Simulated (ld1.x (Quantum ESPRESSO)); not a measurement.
## Pseudopotential generation: S (part 2 of 2)

Continued. System: sulfur (S, Z = 16), core [Ne], reference valence 3s2 3p3.5 (an ion of charge +0.5), valence charge 6. Method: TM potential, PBE, non-relativistic, made with ld1.x (Quantum ESPRESSO) 7.5.

**Output of the test run (extracts), continued**
```
     ---------------------- Testing the pseudopotential ----------------------

     S

     atomic number is 16.00   valence charge is  6.00
     dft =PBE   lsd =0 sic =0 latt =0  beta=0.20 tr2=1.0E-14
     mesh =1151 r(mesh) =  99.72449 xmin = -7.00 dx = 0.01250

     n l     nl             e AE (Ry)        e PS (Ry)    De AE-PS (Ry)
     1 0     3S   1( 1.00)       -2.06925       -2.06788       -0.00137
     2 1     3P   1( 4.00)       -1.27675       -1.27576       -0.00100

     eps = 5.0E-15  iter = 14

     Etot =    -794.175838 Ry,    -397.087919 Ha,  -10805.312742 eV
     Etotps =   -33.131342 Ry,     -16.565671 Ha,    -450.774873 eV
     dEtot_ae =       1.312486 Ry
     dEtot_ps =       1.312058 Ry,   Delta E=       0.000428 Ry

     Ekin =       8.210281 Ry,       4.105141 Ha,     111.706568 eV
     Encl =     -37.892608 Ry,     -18.946304 Ha,    -515.555193 eV
     Ehrt =      12.323551 Ry,       6.161776 Ha,     167.670459 eV
     Ecxc =     -18.543551 Ry,      -9.271776 Ha,    -252.297870 eV
     (Ecc =     -14.530203 Ry,      -7.265101 Ha,    -197.693480 eV)
     Epseu=       2.770984 Ry,       1.385492 Ha,      37.701163 eV

     ---------------------- End of pseudopotential test ----------------------

     ---------------------- Testing the pseudopotential ----------------------

     S

     atomic number is 16.00   valence charge is  6.00
     dft =PBE   lsd =0 sic =0 latt =0  beta=0.20 tr2=1.0E-14
     mesh =1151 r(mesh) =  99.72449 xmin = -7.00 dx = 0.01250

     n l     nl             e AE (Ry)        e PS (Ry)    De AE-PS (Ry)
     1 0     3S   1( 2.00)       -4.83211       -4.82232       -0.00979  !
     2 1     3P   1( 0.00)       -3.92830       -3.91998       -0.00832  !

     eps = 1.9E-15  iter =  9

     Etot =    -787.384259 Ry,    -393.692129 Ha,  -10712.908592 eV
     Etotps =   -26.352655 Ry,     -13.176328 Ha,    -358.546140 eV
     dEtot_ae =       8.104066 Ry
     dEtot_ps =       8.090745 Ry,   Delta E=       0.013321 Ry

     Ekin =       2.228263 Ry,       1.114131 Ha,      30.317061 eV
     Encl =     -18.003920 Ry,      -9.001960 Ha,    -244.955817 eV
     Ehrt =       2.441076 Ry,       1.220538 Ha,      33.212536 eV
     Ecxc =     -16.234073 Ry,      -8.117036 Ha,    -220.875809 eV
     (Ecc =     -14.530203 Ry,      -7.265101 Ha,    -197.693480 eV)
     Epseu=       3.215999 Ry,       1.607999 Ha,      43.755889 eV

     ---------------------- End of pseudopotential test ----------------------
```

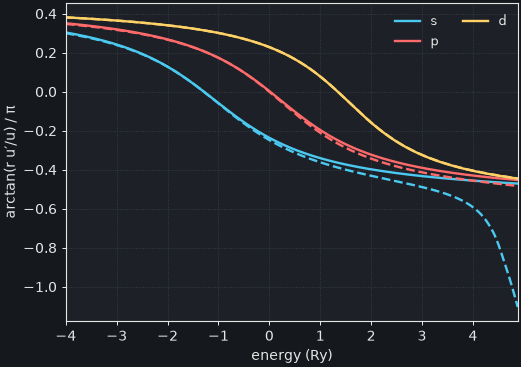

Unwrapped phase arctan(r u′/u) in units of π against energy, all-electron (solid) and pseudo (dashed); the pseudo phase is matched to the all-electron one at the reference energy. Here u = r R(r).

- Range over which the phases agree within 0.05 rad: s: up to about 0.4 Ry; p: up to about 1.2 Ry; d: over the whole range drawn.
- Ghost states: Going away from the reference energies, the phases part by more than π/2 in: s at about 4.7 Ry (above its reference energy, pseudo phase lower). Such a step is either a state that only one of the two atoms has or an ordinary level shifted in energy. The separate test gives: no ghost state below the valence levels in the s, p, d, f channels.
- Poles, where the radial function vanishes at the test radius: s: all-electron at no energy in the range, pseudo at 3.2 Ry; p: all-electron at no energy in the range, pseudo at no energy in the range; d: all-electron at no energy in the range, pseudo at no energy in the range.

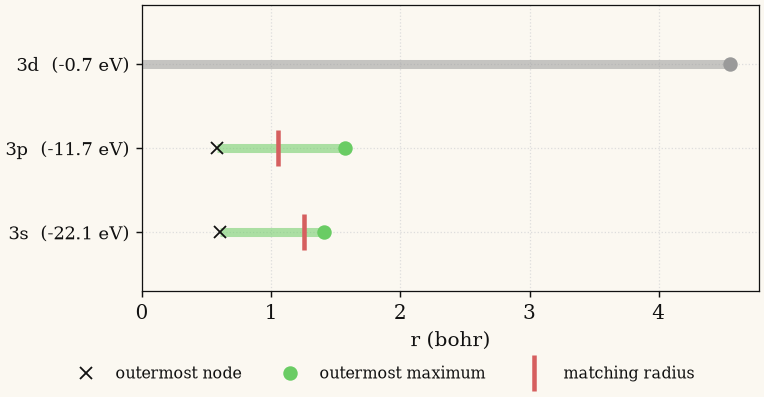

Outer shells of the all-electron reference atom: each bar runs from the outermost node (or the nucleus) to the outermost maximum of u(r); the tick is the radius chosen for the pseudo-wave. Shells without a tick have no pseudo-wave of their own. Levels, nodes and maxima are from ld1.x, non-relativistic.

- Radii against the shells: 3s: 1.25 bohr, between node and maximum; 3p: 1.05 bohr, between node and maximum.

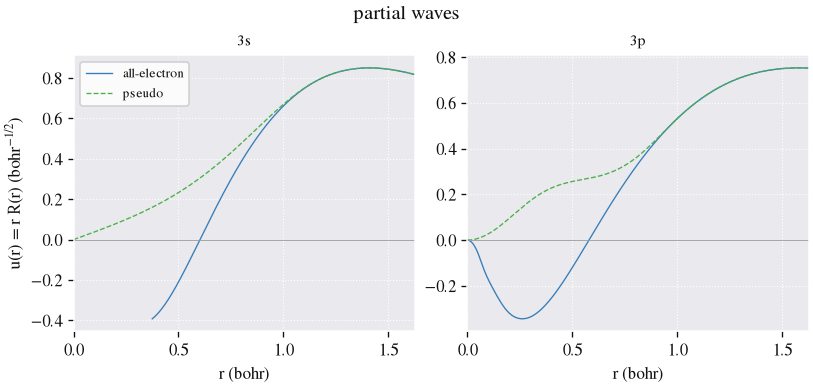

Partial waves u(r) = r R(r), all-electron (solid) and pseudo (dashed). The innermost oscillations of some all-electron curves aren't drawn. Reference configuration 3s2 3p3.5.

- Matching radii: 3s at 1.25 bohr; 3p at 1.05 bohr. The curves merge smoothly, so the plot gives these only roughly.
- Nodes of the pseudo-waves: 3s has no node; 3p has no node.
- Cutoffs needed: 110 Ry (loose) and 160 Ry (tight), as the cutoffs, on a coarse ladder, from which the occupation-weighted sum of valence levels, in a spherical-Bessel basis at the reference potential, stays within 10 and 1 mRy of its value at 400 Ry.

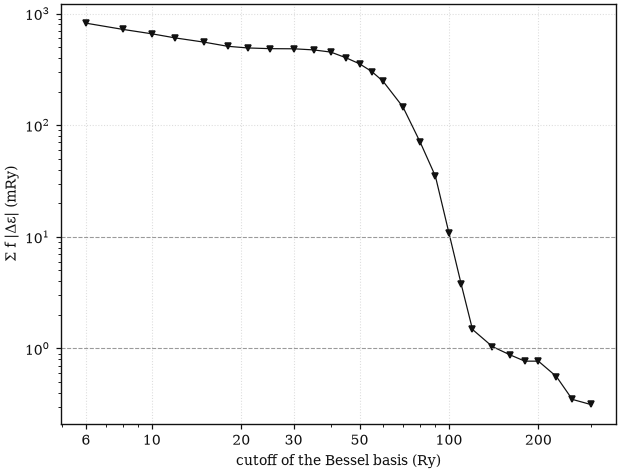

The pseudo-atom Hamiltonian at the reference potential is diagonalised in spherical Bessel functions (20 bohr box) up to the cutoff. Curve: occupation-weighted sum of the valence levels' distances from their values at 400 Ry.

- Error at 180 Ry: about 0.77 mRy.
- Cutoffs for 10 and 1 mRy in the occupation-weighted sum of levels: 110 Ry and 160 Ry, on the ladder of cutoffs that was run.

**Summary**

- outcome: generated
- cutoffs needed: 110 Ry and 160 Ry (the cutoffs, on a coarse ladder, from which the occupation-weighted sum of valence levels, in a spherical-Bessel basis at the reference potential, stays within 10 and 1 mRy of its value at 400 Ry); ghost states and empty shells don't enter this sum
- ghost test: no ghost state below the valence levels in the s, p, d, f channels (spherical-Bessel basis up to 400 Ry, 20 bohr box)
- largest excitation error: +181 meV (all-electron minus pseudo) for 3s2 3p0, out of 7 test configurations
- range over which the phases arctan(r u′/u) at the test radius agree within 0.05 rad (a looser test near the poles than one of phase shifts): s: up to about 0.4 Ry; p: up to about 1.2 Ry; d: over the whole range computed
- hardware: 1 CPU thread, shared host
- wall time: 3 s
